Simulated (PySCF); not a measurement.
Excited-state calculation of C2H12Si3

System: C2H12Si3, SMILES C[SiH]([SiH3])C[SiH3].
Method: TDDFT CAM-B3LYP/def2-SVPD, vertical, gas phase, core orbitals frozen in the response (PySCF 2.14.0).

The geometry comes from this level: PBE0-D3(BJ)/def2-SVP.

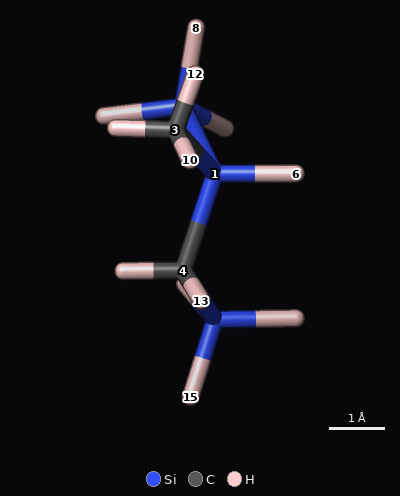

*The structure as given in the input (stick view, seen at an oblique angle; atoms are numbered from 1 in the order of the input).*

Bond lengths as drawn: C–H 1.10 Å, C–Si 1.88 to 1.89 Å, H–Si 1.50 Å and Si–Si 2.35 Å.

### Input
```
{"job": {"kind": "uv", "xc": "CAM-B3LYP", "basis": "def2-SVPD", "nstates": 6, "ntriplets": 2, "ip": true}, "charge": 0, "multiplicity": 1}
Si    -0.605939     0.075757    -0.548924
Si    -0.682335     1.783918     1.065681
C     -0.490625     0.838308    -2.268306
C      0.851185    -1.082390    -0.225544
Si     0.908314    -1.852882     1.488348
H     -1.876962    -0.713088    -0.437029
H      0.655452     2.449084     1.184859
H     -1.679406     2.824200     0.655663
H     -1.071171     1.270562     2.415916
H     -0.462439     0.054791    -3.041906
H      0.420633     1.448780    -2.365256
H     -1.358264     1.485634    -2.468580
H      0.827915    -1.888044    -0.980583
H      1.788678    -0.521150    -0.385148
H      2.048953    -2.812957     1.611692
H      1.080207    -0.785166     2.522346
H     -0.361610    -2.587202     1.779161
```

The first line tells a small driver script what to run in PySCF; the rest is the geometry in Å.

Hardware: 1 CPU thread, shared host.

Launched with:
```bash
OMP_NUM_THREADS=1 python <driver script> task.json out
```

### What the program printed
```
coarse grid: 14488 points
cycle   1  E = -951.3862540318  dE = -1.864e-01  |g| = 3.408e-01  |ddm| = 4.557e+00
cycle   2  E = -951.3987439569  dE = -1.249e-02  |g| = 2.769e-01  |ddm| = 7.313e-01
cycle   3  E = -951.4189677272  dE = -2.022e-02  |g| = 3.589e-02  |ddm| = 3.539e-01
cycle   4  E = -951.4193719102  dE = -4.042e-04  |g| = 1.105e-02  |ddm| = 9.215e-02
cycle   5  E = -951.4194095618  dE = -3.765e-05  |g| = 3.028e-03  |ddm| = 2.434e-02
cycle   6  E = -951.4194121131  dE = -2.551e-06  |g| = 5.591e-04  |ddm| = 5.166e-03
final grid: 122664 points
cycle   7  E = -951.5469225669  dE = -1.485e-05  |g| = 2.413e-03  |ddm| = 4.650e-02
cycle   8  E = -951.5469228190  dE = -2.520e-07  |g| = 2.285e-03  |ddm| = 7.569e-03
cycle   9  E = -951.5469241888  dE = -1.370e-06  |g| = 9.398e-05  |ddm| = 2.621e-03
cycle  10  E = -951.5469241921  dE = -3.319e-09  |g| = 5.592e-05  |ddm| = 4.133e-04
cycle  11  E = -951.5469241931  dE = -9.622e-10  |g| = 1.150e-05  |ddm| = 9.647e-05
```

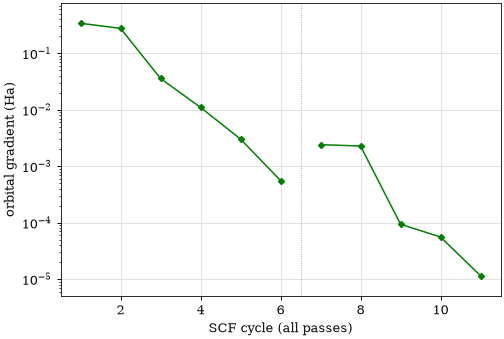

*Convergence of the self-consistent field: orbital gradient against the SCF cycle. The dotted line marks the change from a coarse to the final integration grid.*

The first 6 cycles use a coarse grid, the final grid takes over at cycle 7, and the field converges after 11 cycles in all.

```
converged SCF energy = -951.5469241931

Static polarisability (au): isotropic 110.842, principal 95.124 114.595 122.806

Singlet excitations
state   eV       nm        f      main configurations
  1   7.0796    175.1   0.02650   H->L 0.67
  2   7.1221    174.1   0.03958   H->L+1 0.76
  3   7.5433    164.4   0.02578   H->L+2 0.48, H->L+3 0.19, H->L 0.17
  4   7.7991    159.0   0.07484   H-1->L 0.85
  5   7.8845    157.3   0.18586   H->L+4 0.34, H->L+2 0.28, H->L+5 0.19
  6   8.0722    153.6   0.09919   H->L+5 0.32, H->L+6 0.25, H->L+4 0.13

Triplet excitations (Tamm-Dancoff, eV): 6.2754 6.3338
Vertical ionisation energy (delta-SCF) = 9.7923 eV
```

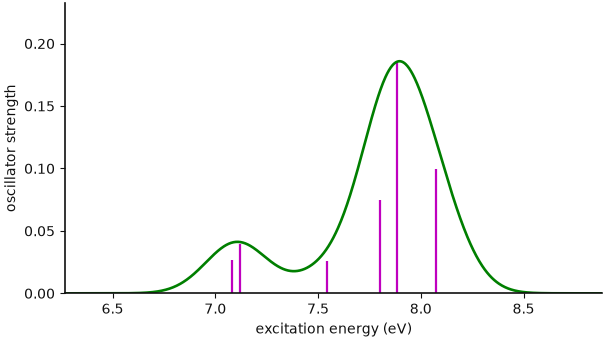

*Computed excitations as sticks (degenerate states added up, dark ones marked on the axis), with a Gaussian envelope of 0.35 eV full width at half maximum, scaled to the tallest.*

Of the 6 states the lowest lies at 7.08 eV (f = 0.026); the strongest line is at 7.88 eV, or 157 nm (f = 0.186).

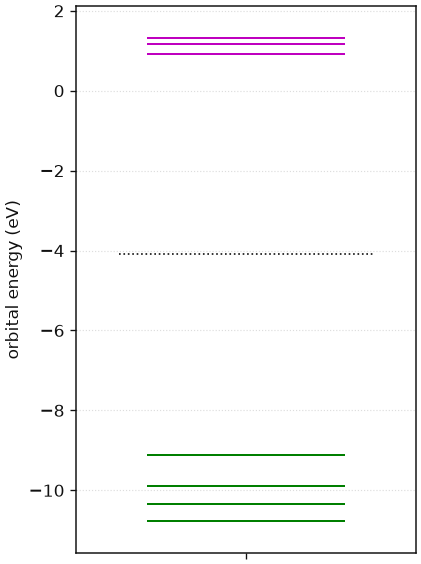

*Orbital energies near the frontier; the dotted line parts filled from empty levels, and levels within 0.02 eV of each other stand side by side.*

Highest filled −9.11 eV, lowest empty 0.92 eV, 10.03 eV apart.

### Summary

- outcome: converged
- total energy: −951.546924 hartree
- HOMO: −9.11 eV
- LUMO: 0.92 eV
- dipole moment: 1.52 D
- mean polarisability: 110.84 a.u.
- vertical ionisation energy: 9.79 eV
- lowest singlet excitation: 7.08 eV
- wall time: 2.1 min
- peak memory: 1.1 GiB
